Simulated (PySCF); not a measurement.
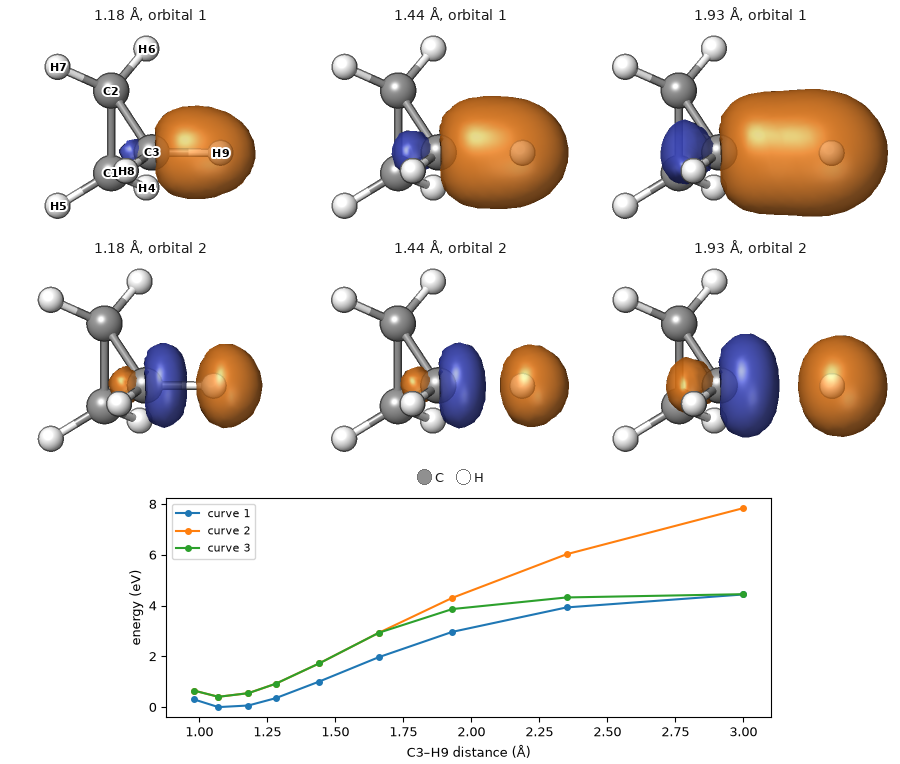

C$_{3}$H$_{6}$, SMILES `C1CC1`. Rigid stretch of the C3–H9 bond. The two CASSCF(2,2) natural orbitals nearest half filling (orbital 1 the more occupied). Below: energies along the scan, from the lowest point of the three curves.

Level of theory: def2-SVP basis (PySCF), at a geometry from GFN2-xTB. No frequency check shows the geometry to be a minimum.

Input script:

```python
import numpy as np
from pyscf import gto, scf, mcscf

mol = gto.M(atom='''
C     -0.64450    -0.57546     0.00002
C     -0.17606     0.84587    -0.00006
C      0.82062    -0.27046     0.00007
H     -1.08586    -0.96905    -0.90305
H     -1.08590    -0.96916     0.90284
H     -0.29628     1.42499    -0.90289
H     -0.29691     1.42475     0.90301
H      1.38238    -0.45537     0.90293
H      1.38223    -0.45583    -0.90297
''', basis='def2-svp', charge=0, spin=0, verbose=4)
# stretch the bond between atoms 3 and 9, from long to short, fragments rigid
a, b, move = 2, 8, [8]
xyz = mol.atom_coords(unit='Angstrom')
u = xyz[b] - xyz[a]
r0 = np.linalg.norm(u)
rows, last, dm_u = [], None, None
for r in [3.0, 2.35, 1.93, 1.66, 1.44, 1.28, 1.18, 1.07, 0.98]:
    new = xyz.copy()
    new[move] += u / r0 * (r - r0)
    m = mol.set_geom_(new, unit='Angstrom', inplace=False)
    rhf = scf.RHF(m).density_fit(auxbasis='def2-universal-jkfit').run()
    uhf = scf.UHF(m).density_fit(auxbasis='def2-universal-jkfit').newton()
    if dm_u is None:
        c = rhf.mo_coeff
        h = m.nelectron // 2 - 1
        ca, cb = c.copy(), c.copy()
        ca[:, h], cb[:, h] = (c[:, h] + c[:, h + 1]) / 2**.5, (c[:, h] - c[:, h + 1]) / 2**.5
        dm_u = np.array([x[:, :h + 1] @ x[:, :h + 1].T for x in (ca, cb)])
    uhf.kernel(dm0=dm_u)
    for _ in range(3):
        c, _, stable, _ = uhf.stability(return_status=True)
        if stable:
            break
        uhf.kernel(c, uhf.mo_occ)
    dm_u = uhf.make_rdm1()
    mc = mcscf.CASSCF(rhf, 2, 2)
    mc.natorb = True
    mc.fix_spin_(ss=0)
    guess = mcscf.addons.make_natural_orbitals(uhf)[1] if last is None else mcscf.project_init_guess(mc, last.mo_coeff, last.mol)
    mc.kernel(guess)
    last = mc
    act = slice(mc.ncore, mc.ncore + mc.ncas)
    print('r %.3f  RHF %.6f  UHF %.6f  <S^2> %.3f  CASSCF %.6f  occupations' % (r, rhf.e_tot, uhf.e_tot, uhf.spin_square()[0], mc.e_tot), mc.mo_occ[act].round(4))
    rows.append((new, rhf.e_tot, uhf.e_tot, uhf.spin_square()[0], mc.e_tot, mc.mo_occ[act], mc.mo_coeff[:, act], dm_u[0] - dm_u[1], rhf.converged and uhf.converged and mc.converged))
    np.savez('result.npz', **{k: [row[i] for row in rows] for i, k in enumerate('xyz rhf uhf s2 cas occ c spin ok'.split())})
```

Launched as:

```sh
OMP_NUM_THREADS=1 python input.py
```

The run took 110 s on 1 thread of Arm Neoverse V1, on a shared host, peak memory 0.3 GiB.

Q: How do the occupations change along the stretch?

A: 1.18 Å: 1.98 and 0.02; 1.44 Å: 1.95 and 0.05; 1.93 Å: 1.82 and 0.18. At the longest distance computed (3.00 Å) they are 1.29 and 0.71, and the effective number of unpaired electrons is 1.7.

Q: Which curve is which method?

A: Curve 1 is CASSCF(2,2). Curve 2 is RHF. Curve 3 is UHF. RHF rises too steeply because it keeps both electrons in one orbital and so mixes in ionic fragments.

Q: Where does the UHF solution part from RHF?

A: Between 1.66 Å (⟨S²⟩ = 0, the two coincide) and 1.93 Å (⟨S²⟩ = 0.57); at 3.00 Å ⟨S²⟩ is 0.99 and UHF lies 3.4 eV below RHF.

Q: How much energy does the stretch cost?

A: By CASSCF, 4.4 eV from the lowest point of the scan (1.07 Å) to 3.00 Å; RHF gives 7.4 eV from its own lowest point. The fragments aren't relaxed and dynamic correlation is missing, so this isn't a bond dissociation energy.
